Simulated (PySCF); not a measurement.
```tsv
atom	x (Å)	y (Å)	z (Å)
Ge	0.3739	1.8407	0.2033
H	0.3980	1.9411	1.7458
H	1.8229	1.8923	-0.3319
C	-0.7355	3.2160	-0.5914
H	-0.3709	4.2153	-0.3125
H	-1.7720	3.1048	-0.2434
H	-0.7191	3.1236	-1.6864
O	-0.4186	0.3242	-0.3077
C	-0.0260	-1.0006	0.0193
C	-0.1084	-1.2247	1.5280
C	-1.0273	-1.8981	-0.7005
C	1.3881	-1.2796	-0.4871
H	0.1066	-2.2730	1.7841
H	0.6166	-0.5944	2.0668
H	-1.1160	-0.9760	1.8932
H	-2.0464	-1.6755	-0.3520
H	-0.8149	-2.9624	-0.5191
H	-0.9886	-1.7079	-1.7830
H	2.1302	-0.6517	0.0309
H	1.4529	-1.0672	-1.5648
H	1.6677	-2.3309	-0.3211
```

Geometry: PBE0-D3(BJ)/def2-SVP.

The calculation used B3LYP/def2-SVPD, SCF density, gas phase (PySCF 2.14.0).

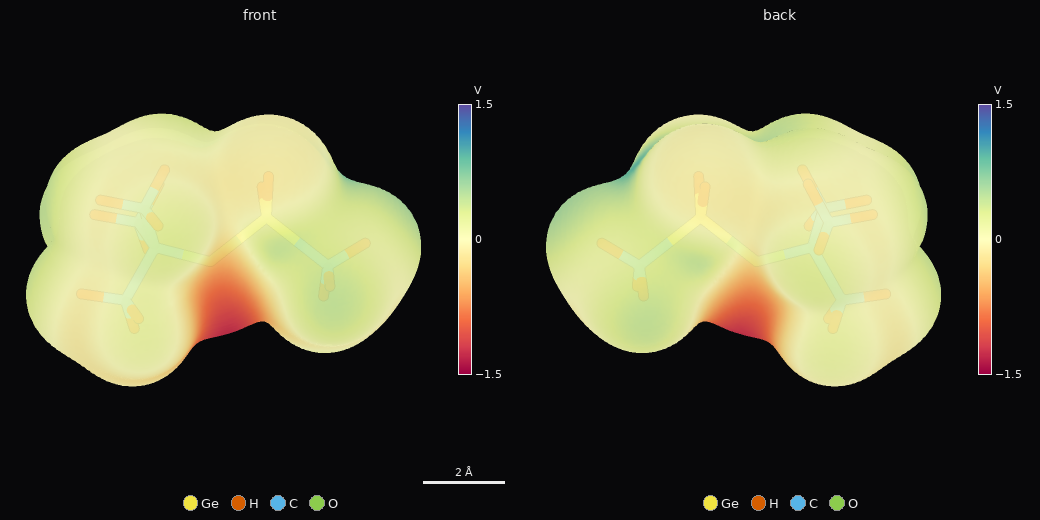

C₅H₁₄GeO (GeH2Me(OtBu)). The molecular electrostatic potential painted on the density surface at 0.001 e/bohr³, seen from the front and from behind; the colour scale runs from red (negative) to blue (positive).

Q: Where is the surface potential most negative and most positive?

A: The most negative region (about −1.2 V, or −28 kcal/mol for a unit charge) lies over O8, the most positive (about +0.9 V, or +21 kcal/mol for a unit charge) over Ge1. O8 is the likeliest acceptor of a hydrogen bond.
